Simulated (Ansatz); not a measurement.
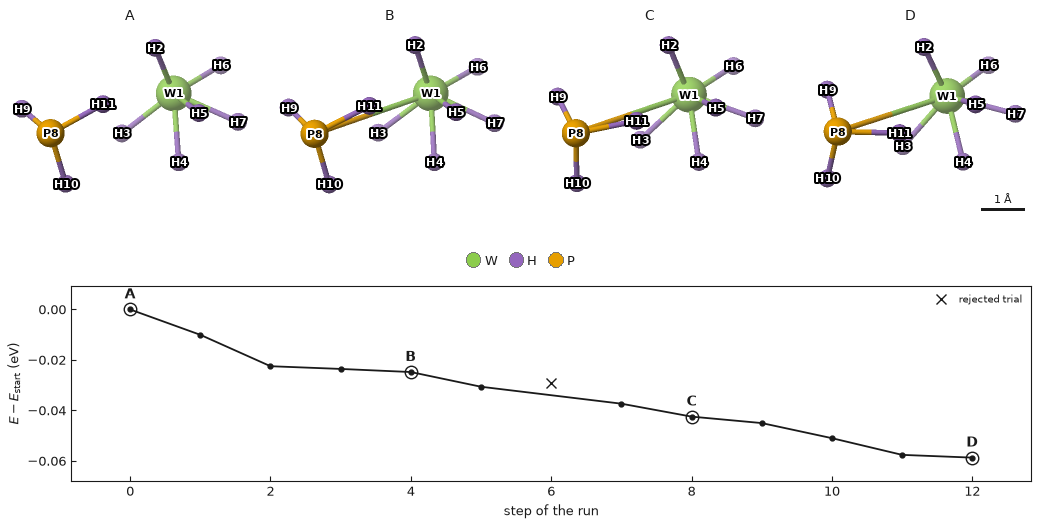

Frames of a relaxation of WPH₉, marked on the history of the run. The picture is a ball-and-stick view, seen at a tilt.

The run prepares an end point of a later path (reaction) calculation, from a guessed geometry.

All numbers below come from Ansatz, RKS PBE0-D4/def2-SVP. (no spin polarisation; force threshold 0.03 eV/Å; at most 50 steps)

Question: What happens along the run?

Answer: The atom that moves furthest after the best rigid fit is H11 (0.78 Å). Largest moves by element: H 0.78 Å, P 0.20 Å, W 0.17 Å. Some distances before and after: W1–H9 3.688 → 2.946 Å, W1–P8 3.634 → 3.277 Å, W1–H11 2.413 → 2.220 Å, P8–H11 1.433 → 1.458 Å. Among the angles between lasting bonds that change: H2–W1–H3 118.7° → 121.6°, H2–W1–H6 114.2° → 111.5°, H9–P8–H11 94.2° → 96.8°. After 11 accepted moves (12 points after the start) the energy has fallen by 0.059 eV. Largest force component: 0.26 eV/Å at the start, 0.019 eV/Å at the end. The line search rejected the trial step at point 6 of the run. Cost: 26 s on 2 threads of AMD EPYC 7R43 64-Core Processor (Zen 3) (shared host), peak memory 0.21 GiB. From step 0 to 4: H9 moves most (0.18 Å), energy −0.025 eV. From step 4 to 8: H11 moves most (0.39 Å), energy −0.018 eV. From step 8 to 12: H11 moves most (0.29 Å), energy −0.016 eV.
